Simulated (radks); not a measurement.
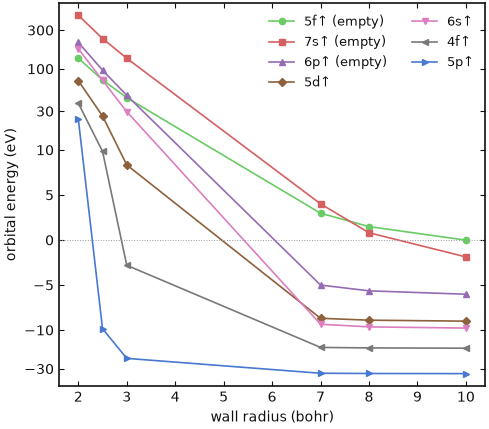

System: the gadolinium ion Gd⁺, configuration [Xe] 4f7 5d1 6s1 (high spin). It is put inside a hard spherical wall of varying radius. Level of theory: scalar-relativistic Kohn-Sham, PBE, spin-polarised, spherical densities, point nucleus. Computed with the in-house radial solver radks. The plot shows the outer orbital energies (spin up), on a scale that is linear within ±10 eV and logarithmic beyond.

Describe the level shifts under confinement.

The levels rise as the wall closes in: 5d↑ goes from −9.02 eV at 10 bohr to 71.5 eV at 2 bohr and passes zero between 7 and 3 bohr. On compression 5f↑ drops below 7s↑ between 8 and 7 bohr, 5f↑ drops below 6p↑ between 7 and 3 bohr, 5f↑ drops below 6s↑ between 2.5 and 2 bohr and 5d↑ drops below 6s↑ between 7 and 3 bohr; in each crossing pair the level of higher l rises less. The fastest to rise is 7s↑ (by 459.1 eV), the slowest 4f↑ (by 54.5 eV): the wall presses hardest on the most extended orbitals.
